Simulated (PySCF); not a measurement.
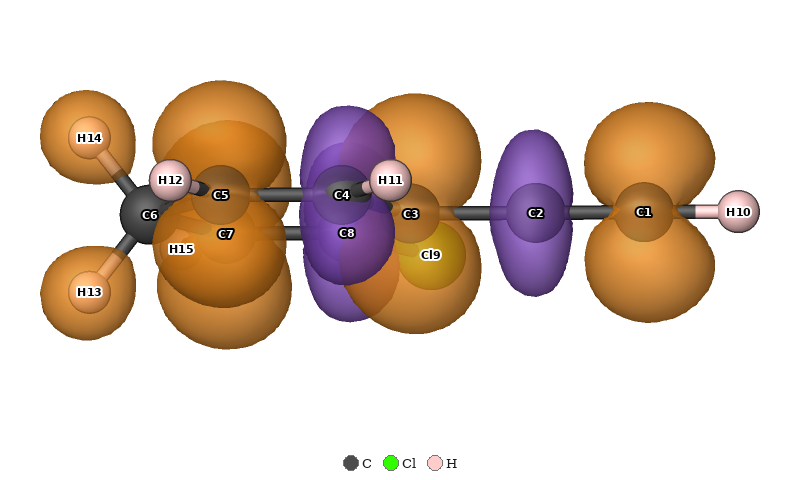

Figure. C$_{8}$H$_{6}$Cl (SMILES C#CC1=C[CH]CC=C1Cl) (doublet). Isosurfaces of the spin density (α minus β) at +0.02 (orange) and −0.02 e/Å³ (purple), seen from one side.

Geometry: GFN2-xTB.

The calculation used UKS B3LYP, pcH-1 on C Cl H, non-relativistic, mean-field spin-orbit, GIAO in PySCF 2.14.0, density-fitted response routines.

```yaml
atoms:
  - { symbol: C, position_ang: [3.3903, 0.7649, 0.2576] }
  - { symbol: C, position_ang: [2.2150, 0.5066, 0.1723] }
  - { symbol: C, position_ang: [0.8560, 0.2134, 0.0762] }
  - { symbol: C, position_ang: [-0.1171, 1.0879, 0.6318] }
  - { symbol: C, position_ang: [-1.4371, 0.8292, 0.5515] }
  - { symbol: C, position_ang: [-1.9770, -0.3863, -0.1184] }
  - { symbol: C, position_ang: [-0.9146, -1.2676, -0.6814] }
  - { symbol: C, position_ang: [0.3956, -0.9624, -0.5773] }
  - { symbol: Cl, position_ang: [1.5838, -2.0299, -1.2577] }
  - { symbol: H, position_ang: [4.4132, 0.9848, 0.3284] }
  - { symbol: H, position_ang: [0.2400, 1.9796, 1.1267] }
  - { symbol: H, position_ang: [-2.1586, 1.5092, 0.9792] }
  - { symbol: H, position_ang: [-2.5913, -0.9607, 0.5923] }
  - { symbol: H, position_ang: [-2.6725, -0.0921, -0.9197] }
  - { symbol: H, position_ang: [-1.2301, -2.1686, -1.1834] }
```

### Which atoms carry the spin?

The unpaired spin (1 electron) lies mostly on C3 (about 0.3), C7 (about 0.2), C1 (about 0.2) and C5 (about 0.2), in electrons by Hirshfeld's partition.
